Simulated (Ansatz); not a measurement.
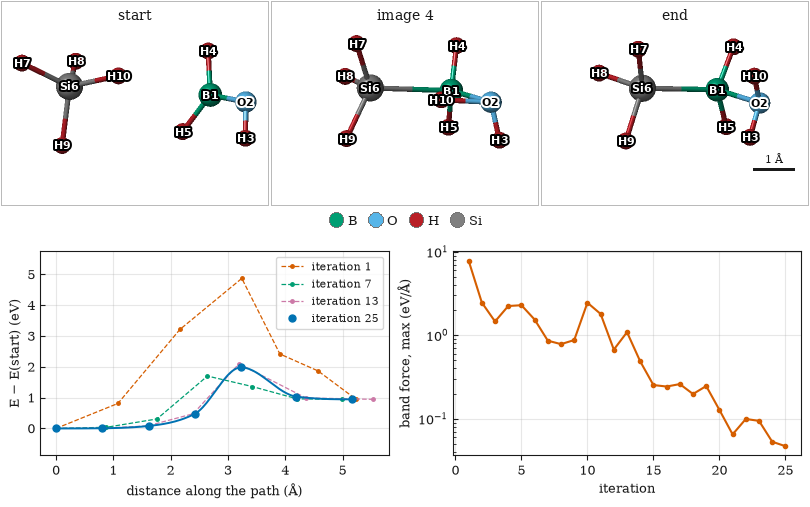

NEB run on BSiH₇O, made up at the start of BH3O and SiH₄. Images are numbered from 0 (start) to 6 (end). The plot follows the band through its iterations. The picture is a ball-and-stick view, seen from a free direction.

The calculation used RKS PBE0-D4/6-31G* (Ansatz 0.2.0). Run with 5 movable images; climbing image; force threshold 0.05 eV/Å; iteration limit 60; starting path through a guess of the saddle point.

Q: How did the profile develop, and is the result final?

A: The result is final at these settings. The band converged in 25 iterations. The largest component of the band force went from 7.8 to 0.047 eV/Å. The climbing image converged on the top of the path. Its vibrational analysis gives one imaginary mode (1366i cm⁻¹), as a transition state must have. The first iteration put the highest image at 4.87 eV. Forward barrier 1.98 eV, backward barrier 1.04 eV, with image 4 at the top; the reaction energy is +0.94 eV.

Limits of the set-up: the start holds two separate molecules, 2.9 Å apart at their closest, whose relative position is a soft coordinate.

Cost: 4.6 min on 1 thread of Arm Neoverse V1 (shared host), peak memory 0.12 GiB.
